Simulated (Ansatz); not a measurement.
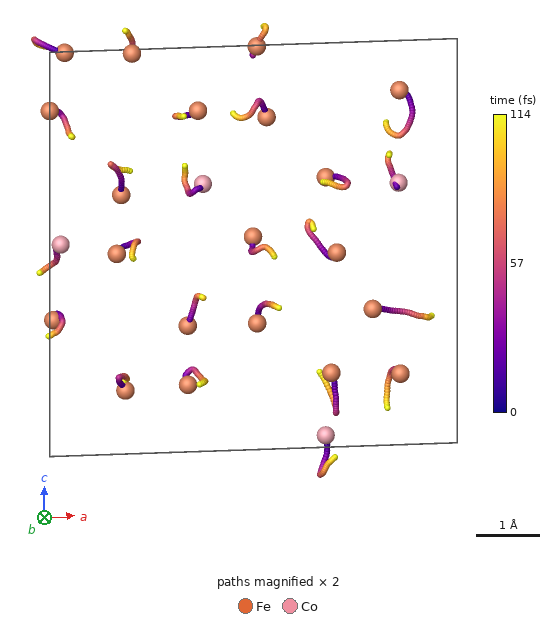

First-principles dynamics of an amorphous cell of composition Fe5Co (24 atoms in the cell), 114 fs long. It starts from the last geometry of an earlier run, with fresh velocities. Dots mark each atom's position at evenly spaced times, coloured by time; spheres stand at the starting positions. The excursions are magnified 2 times. Seen along the b axis in the simulation cell.

Theory: Ansatz 0.2.0, DFT PBE, scalar-relativistic, plane waves, PAW. Set-up: plane-wave cutoff 420 eV; k-point mesh 1 × 1 × 1; Fermi-Dirac smearing 0.05 eV; set temperature 300 K; time step 3 fs.

Input
```yaml
crystal:
  lattice:
    - [6.585049, -0.208125, 0.114848]
    - [-0.208125, 6.463404, -0.078052]
    - [0.114848, -0.078052, 6.518422]
  atoms:
    - { symbol: Fe, position: [0.0089891677, 0.1826223712, 0.3373141968] }
    - { symbol: Fe, position: [0.8607187553, 0.7894455296, 0.1756731413] }
    - { symbol: Fe, position: [0.4989194575, 0.3613462693, 0.5271929562] }
    - { symbol: Fe, position: [0.7047334433, 0.9888998622, 0.480603801] }
    - { symbol: Fe, position: [0.3639195181, 0.4855430215, 0.8432807409] }
    - { symbol: Fe, position: [0.5082087012, 0.8362570434, 0.9973840495] }
    - { symbol: Fe, position: [0.2019759124, 0.0088171675, 0.9903071824] }
    - { symbol: Fe, position: [0.3393816631, 0.3470931336, 0.1660427588] }
    - { symbol: Fe, position: [0.6910496936, 0.1544253815, 0.1836197016] }
    - { symbol: Fe, position: [0.8582365674, 0.019637758, 0.8773514998] }
    - { symbol: Fe, position: [0.5091760465, 0.6904510241, 0.3125312971] }
    - { symbol: Fe, position: [0.3387425171, 0.0193741449, 0.312270907] }
    - { symbol: Fe, position: [0.185899316, 0.6746395178, 0.157188743] }
    - { symbol: Fe, position: [0.1648308689, 0.4876675424, 0.4958532092] }
    - { symbol: Fe, position: [0.5322203376, 0.1730852996, 0.8218164999] }
    - { symbol: Fe, position: [0.0001764068, 0.6542552714, 0.8549542321] }
    - { symbol: Fe, position: [0.1755710444, 0.1877330589, 0.6413585175] }
    - { symbol: Fe, position: [0.6774988451, 0.6827657509, 0.6681728517] }
    - { symbol: Fe, position: [0.7928275188, 0.4659703835, 0.3381831489] }
    - { symbol: Fe, position: [0.0368296705, 0.3285561044, 0.9977499037] }
    - { symbol: Co, position: [0.3760108737, 0.8285454793, 0.6616485944] }
    - { symbol: Co, position: [0.8561761823, 0.3198839666, 0.6482762318] }
    - { symbol: Co, position: [0.0270452561, 0.8183247026, 0.5235218254] }
    - { symbol: Co, position: [0.6773654567, 0.5084625419, 0.029624765] }
  symmetry: { detect: false }
basis:
  ecutwfc: 420
  xc_grid: 1
kpoints:
  mp_grid: { grid: [1, 1, 1], shift: [0.25, 0.25, 0.25] }
hamiltonian:
  xc: pbe
scf:
  occupations: { method: fermi_dirac, width: 0.05 }
  lower_state_search: "off"
  convergence: { dr2_threshold: 1.0e-05 }
output:
  forces: true
  stress: true
md:
  timestep: 3.0
  n_steps: 38
  ensemble: nvt_langevin
  friction: 0.015
  temperature: 300.0
  initial_velocities: maxwell_boltzmann
  seed: 20720
```

Launched with:
```bash
ansatz run input.yaml --threads 2 --pin off --max-ram 5120MiB --backend cpu --events-out ev --progress --plain --runs-dir out
```

**What do the traces tell about the motion?**

Root-mean-square distances from the starting positions over the second half, with the common drift of all atoms taken out: Fe 0.27 Å, Co 0.26 Å. The run lasts only 114 fs, too short to tell vibration from diffusion. Over the second half the temperature averages 457 K (spread ±41 K). That is above the set 300 K, because the structure releases potential energy faster than the thermostat removes it. The temperature is still falling (694 K in the second quarter, 460 K in the last), so the run isn't equilibrated. The potential energy in the second half lies on average 86.3 meV per atom below the first frame. The mean pressure there is −22.5 GPa.

Limits of the set-up: the k-point mesh is coarse for a cell with partly filled bands; the periodic images lie only 6.5 Å apart, so the values are limited by the cell's size; an element that often carries a moment was run without spin polarisation.

The run took 4.7 min on 2 threads of Intel(R) Xeon(R) Processor @ 2.50GHz (Skylake/Cascade Lake), on a shared host, peak memory 0.69 GiB.
